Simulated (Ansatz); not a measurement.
# Effect of Al → Lu on TiAl3

Base system: TiAl$_{3}$ (space group I4/mmm, No. 139; a = 3.846 Å, c = 8.620 Å).

One thing is altered: full substitution Al → Lu; the structure is relaxed again.

Computed with plane-wave PAW DFT at the PBE level (Ansatz, a first-principles code, 420 eV), without spin-orbit coupling. Γ-centred 14×14×14 mesh, Fermi–Dirac width 0.05 eV, for the changed cell.

The volume per atom rises by 9.626 Å³ (15.94 Å³ → 25.56 Å³) and the density grows by 5.946 g/cm³ (3.36 g/cm³ → 9.30 g/cm³). The lattice parameter a grows by 0.838 Å to 4.684 Å and the c/a ratio decreases by 0.251, from 2.241 to 1.990. The space group is still I4/mmm (No. 139) and the shortest interatomic distance rises by 0.5843 Å, from 2.719 Å to 3.304 Å. The band gap remains zero.

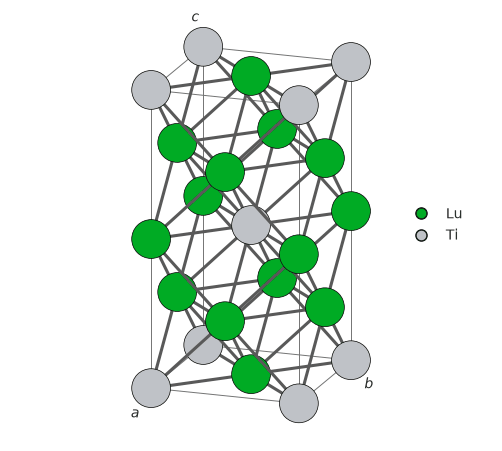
Figure: The relaxed conventional cell after the change

No phonon test of stability was made. As relaxed here, Lu3Ti is a hypothetical phase, not in the database extracts checked. The final runs are not spin-polarised. An odd electron count without spin: Lu3Ti and TiAl3. Lu3Ti has a high density of states at the Fermi level and may be magnetic at this level.
